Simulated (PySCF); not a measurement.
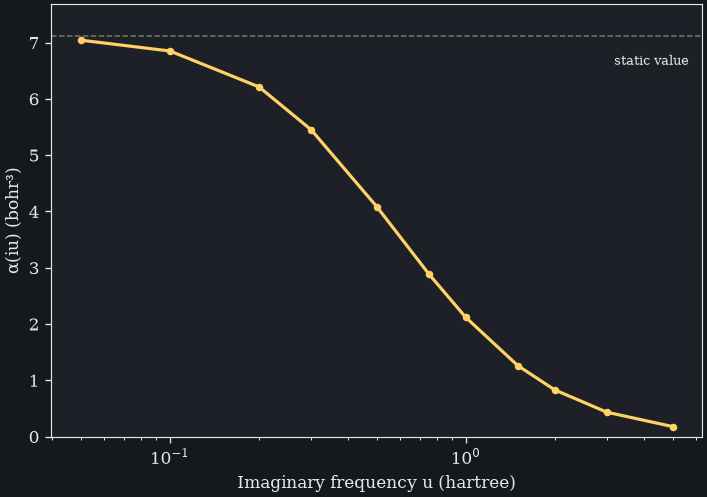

Figure 1. Dipole polarisability at imaginary frequency of the N atom ([He] 2s² 2p³). Coupled response at the HF level; PySCF, dyall-av3z, spin-free X2C-1e, unrestricted single determinants, no spin-orbit coupling. The static dipole polarisability is 7.11 bohr³ (the recommended value is 7.40); α(iu) falls to half of it near u = 0.60 hartree. The Casimir–Polder integral gives C₆ = 23.1 hartree bohr⁶ for two such species.

## Run report: N, atomic calculation

System: N, configuration 1s2 2s2 2p3, multiplicity 4.
Method: unrestricted HF, dyall-av3z, spin-free X2C-1e, Gaussian nucleus (PySCF).

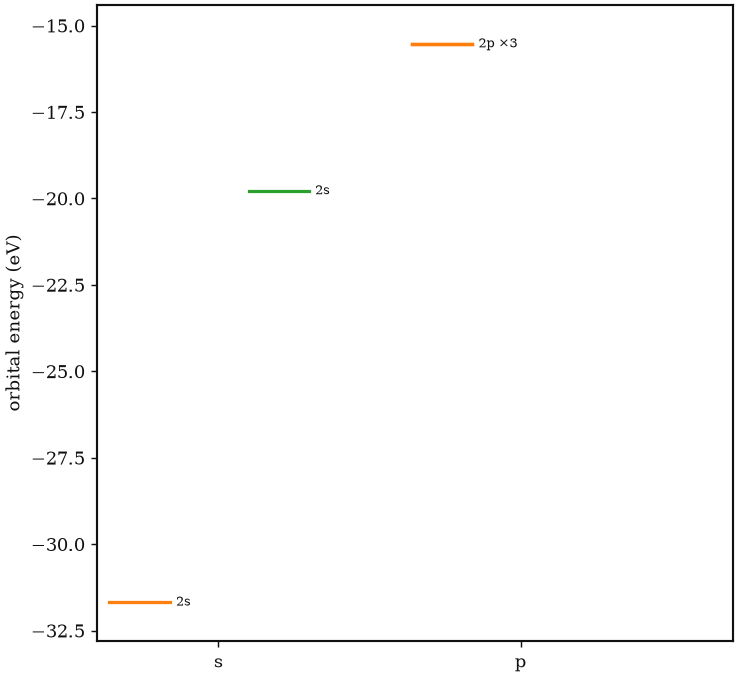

Figure 2. Orbital energies of the mean field, from the top down to −31.7 eV, by angular momentum, α spin at the left of each column and β at the right; ×n counts the orbitals under one label. The highest filled orbital is 2p α at −15.5 eV, the lowest empty one p β at 1.62 eV.

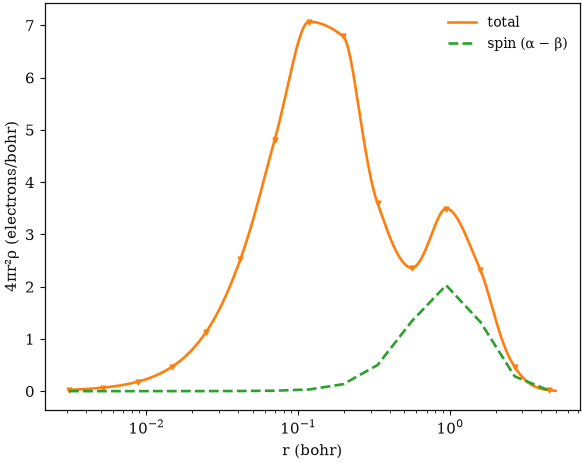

Figure 3. Spherically averaged radial density 4πr²ρ of the mean field and its spin part; markers are the stored points, which are sparse, and the line is a monotone interpolation between them. The largest stored value is 7.07 electrons/bohr at r = 0.12 bohr. Root-mean-square radii of the shells: 1s 0.265, 2s 1.48, 2p 1.59 bohr.

These pictures come from the run below.

## The input
```python
from pyscf import gto, scf, dft, mp, cc
import basis_set_exchange as bse
mol = gto.M(atom="N 0 0 0", charge=0, spin=3, symmetry="D2h",
            basis=gto.basis.parse(bse.get_basis("dyall-av3z", elements=["N"], fmt="nwchem")),
            nucmod="G")
mf = scf.UHF(mol).sfx2c1e()
mf.irrep_nelec = {'Ag': (2, 2), 'B1u': (1, 0), 'B2u': (1, 0), 'B3u': (1, 0)}
mf.kernel()
```

The script is an equivalent of what the driver set up; the driver started from orbitals of its own, so the log can be shorter than this script's would be, and it computed the properties (radii, ⟨L²⟩, response) afterwards. It held the occupations shell by shell, which the script's counts by irreducible representation don't always enforce.

## Log (extracts)
```
damping factor = 0
level_shift factor = 0
DIIS = <class 'pyscf.scf.diis.CDIIS'>
diis_start_cycle = 1
diis_space = 10
diis_damp = 0
SCF conv_tol = 1e-09
SCF conv_tol_grad = None
number electrons alpha = 5  beta = 2
cycle= 1 E= -54.4337834735979  delta_E= -1.54e-11  |g|= 1.1e-06  |ddm|= 7.09e-06
converged SCF energy = -54.4337834735979  <S^2> = 3.7578532  2S+1 = 4.0039247
```

## Results in brief

- outcome: converged
- total energy: −54.433783 hartree
- ⟨S²⟩: 3.758
- static polarisability: 7.11 bohr³
- C₆ of the like pair: 23.1 hartree bohr⁶
- SCF iterations: 1
- hardware: 1 CPU thread, shared host
- CPU time: 3.5 s (integrals apart)
